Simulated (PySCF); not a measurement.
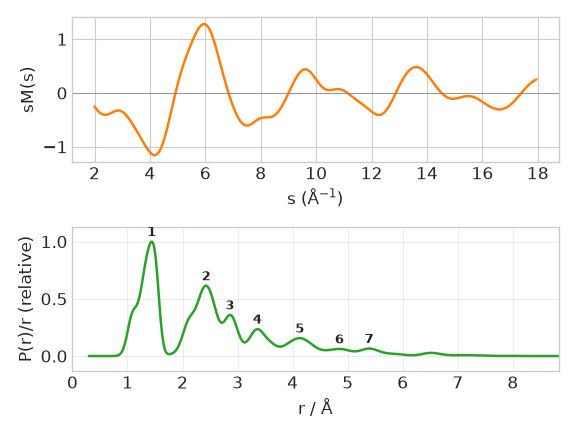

Simulated gas electron diffraction: reduced molecular intensity sM(s) from the Debye equation in the first Born approximation (top) and the radial distribution curve (bottom) of C₆H₁₀FN. Each pair of atoms contributes with weight ZᵢZⱼ/r; damping constant 0.0015 Å²; vibrational amplitudes assumed, not computed: 0.05 Å for bonds, 0.078 Å for bonds to H, 0.06 + 0.015 r up to 0.15 Å for other pairs. The geometry is the end point of an optimisation (PBE0-D3(BJ)/def2-SVP geometry optimisation, gas phase in PySCF); it may be a saddle point or a higher isomer. SMILES: C=CC[C@@H](F)CN=C.

### Which pairs of atoms lie under the numbered peaks? Mark bonded pairs by – and others by ···.

Peak 1, 1.44 Å: C–C 1.33–1.52 Å (×4), F–C 1.38 Å, N–C 1.44 Å, not resolved; in its flanks C–H 1.09–1.11 Å, N–C 1.26 Å
Peak 2, 2.43 Å: C···C 2.32–2.55 Å (×4), F···C 2.35–2.36 Å (×2), N···C 2.44 Å, not resolved; in its flanks C···H 2.10–2.16 Å
Peak 3, 2.86 Å: C···H 2.75–3.07 Å (×7), F···C 2.86 Å, F···N 2.88 Å, N···C 2.93 Å, not resolved
Peak 4, 3.36 Å: C···H 3.20–3.62 Å (×7), F···H 3.29–3.43 Å (×3), C···C 3.35–3.60 Å (×2), F···C 3.35 Å, not resolved
Peak 5, 4.13 Å: C···C 3.88–4.03 Å (×2), C···H 3.94–4.26 Å (×5), F···C 4.13 Å, N···C 4.33 Å, not resolved
Peak 6, 4.85 Å: C···H 4.63–5.04 Å (×5), F···H 4.75–4.80 Å (×2), C···C 4.91 Å, not resolved
Peak 7, 5.39 Å: C···C 5.31 Å, C···H 5.41–5.71 Å (×2), N···C 5.44 Å, not resolved; in its flanks C···H 5.82–5.93 Å
